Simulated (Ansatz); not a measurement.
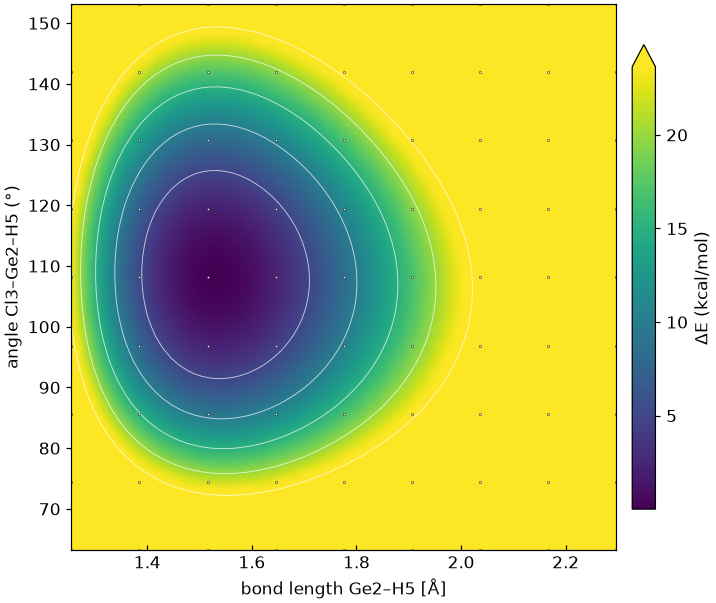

ClGeH₂O, SMILES [O][GeH2][Cl], spin multiplicity 2. Coordinates scanned: (1) bond length Ge2–H5; (2) angle Cl3–Ge2–H5. Nothing is relaxed (all other coordinates rigid). Grid: 9 × 9 points. Points are written as (first, second). Energies are in kcal/mol, from the relaxed molecule at the same level. These are results of UKS PBE0-D4/def2-TZVP in Ansatz 0.2.0, not measurements.

The picture shows a smooth colour map with a few white contour lines, dots at the grid points, one colour for all values above the top of the scale. Between grid points the surface is interpolated.

**Where is the minimum, and how stiff is the well along each coordinate?**

The interpolated minimum is at bond length Ge2–H5 ≈ 1.530 Å, angle Cl3–Ge2–H5 ≈ 108.2°. The curvatures there are about 17 eV/Å² and 4.8 eV/rad², with a cross term of about 0.3 eV/(Å·rad). Round the minimum the two coordinates are nearly uncoupled. (1 eV is 23.1 kcal/mol.)
